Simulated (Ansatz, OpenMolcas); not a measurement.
## A ladder of methods for BBr2F (dibromofluoroborane)

The species is BBr2F (4 atoms), meant as a singlet with charge 0. As SMILES, `FB(Br)Br`. The shape is that of a PBE0-D4/def2-TZVP optimisation.

Each level gives the vertical energy of the triplet above the singlet (eV). The values are calculated.

```csv
level,kind,program,value (eV),CPU time (all runs)
HF/cc-pVDZ,Hartree–Fock,Ansatz,6.21,16 s
SVWN5/cc-pVDZ,LDA,OpenMolcas,5.54,50 s
BLYP/cc-pVDZ,GGA,OpenMolcas,5.44,59 s
M06-L/cc-pVDZ,meta-GGA,OpenMolcas,5.59,88 s
r2SCAN0/cc-pVDZ,hybrid meta-GGA,Ansatz,5.81,39 s
CAM-B3LYP/cc-pVDZ,range-separated hybrid,Ansatz,5.96,21 s
PBE-QIDH/cc-pVDZ,double hybrid,Ansatz,6.23,29 s
RPA@PBE/cc-pVDZ,RPA,Ansatz,5.69,22 s
CCSD/cc-pVDZ,coupled cluster or CI,Ansatz,6.39,56 s
```

All-electron rows without a relativistic Hamiltonian named are non-relativistic. Spin-orbit coupling, which can split open shells on such heavy atoms by tenths of an eV, is left out. The values span 5.44 to 6.39 eV. A triplet this far above the singlet is often a Rydberg-like or dissociative state; sets without diffuse functions put Rydberg states too high. In the correlated wave-function rows the outer d shell of Br is correlated, in sets not made for it. Times are those of the runs behind each value, whatever else they computed, on shared processors of several kinds: orders of magnitude only.

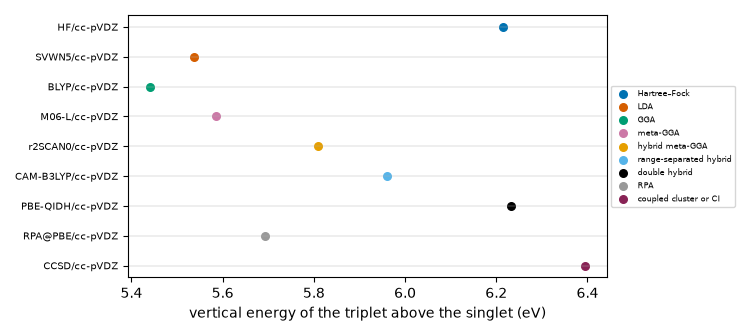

The values of the table, level by level.
